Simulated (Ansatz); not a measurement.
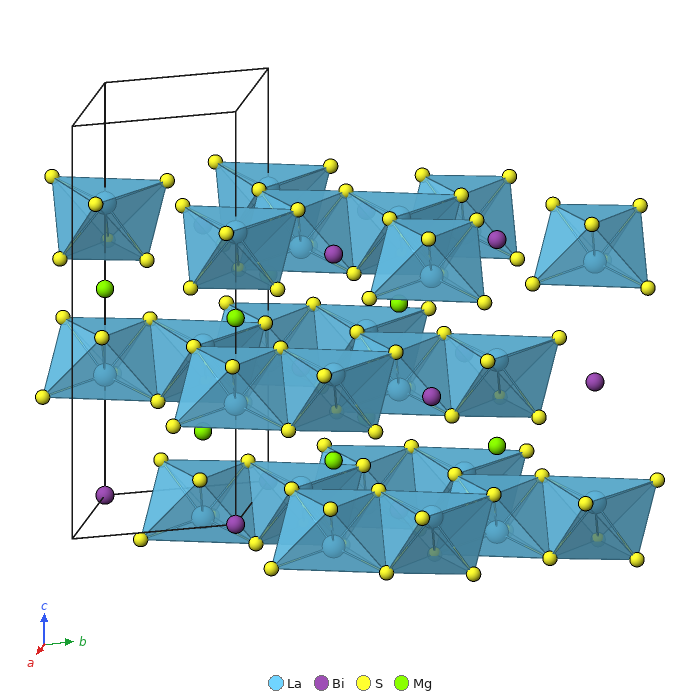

Polyhedra are drawn about La (bonds: La–S below 3.4 Å); other atoms are plain spheres.

The compound is La2MgBiS6 (space group R-3, No. 148), taken as the end point of a relaxation with Ansatz 0.2.0, DFT, PAW plane waves, r2scan; the starting structure was generated, so it need not be a known form of this composition.

Sharing among the drawn polyhedra:

```json
{"site": "La", "polyhedron": "LaS6 trigonal prism", "corner-sharing neighbours": "0", "edge-sharing": "3", "face-sharing": "0", "bond (Å)": "2.86–2.99"}
```

They form layers of edge-sharing trigonal prisms parallel to (001). Their corner atoms also have Bi and Mg as close neighbours (those links are not drawn).
